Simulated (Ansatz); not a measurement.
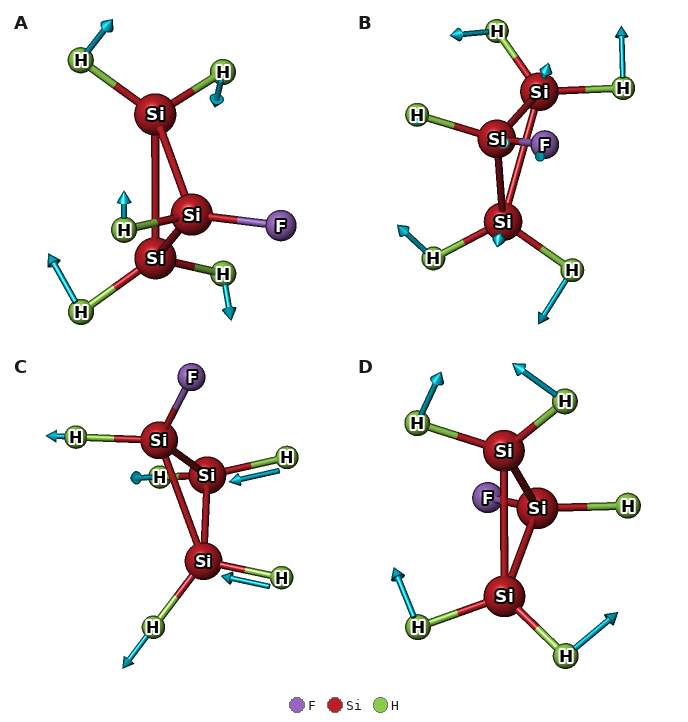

4 normal modes of one molecule or complex, as arrows. Harmonic vibrations computed with RKS PBE0-D4/def2-TZVP (Ansatz 0.2.0) at a stationary point of the same level.

Match the panels to the wavenumbers 334 cm⁻¹, 613 cm⁻¹, 887 cm⁻¹, 2246 cm⁻¹.

A: 613 cm⁻¹, H–Si–Si bending
B: 334 cm⁻¹
C: 2246 cm⁻¹, out-of-phase stretching of 4 Si–H bonds
D: 887 cm⁻¹, angle bending
